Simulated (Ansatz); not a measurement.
Cs2NaInH6: pressure series

The parent structure is Cs2NaInH6 (space group Fm-3m, No. 225; a = 8.728 Å; a cell from a computed database, its experimental status unchecked).

Cell and atoms are relaxed at each pressure.

Level of theory: PBEsol in Ansatz (plane waves to 420 eV, PAW, no spin-orbit coupling).

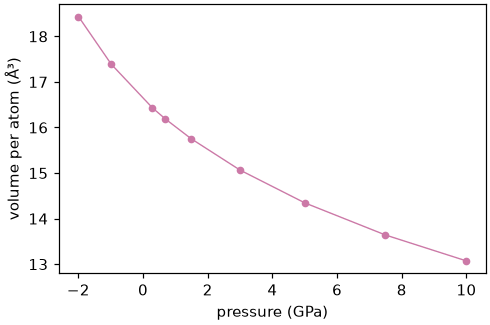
Volume against pressure

Task: Estimate the zero-pressure bulk modulus from the plot.

Result: About 24 GPa; a third-order Birch–Murnaghan fit to the points gives V₀ = 16.63 Å³/atom, B₀ = 24 GPa and B₀′ = 4.4.

Between the base and pressure 1.5 GPa the gap moves from 1.14 eV to 1.22 eV, a mean slope of 51 meV/GPa.

Load acts through the strain it causes; cell and atoms are relaxed under it. Stability against distortions was not tested. Competing high-pressure phases were not computed.

Ansatz is a quantum-chemistry and plane-wave program.
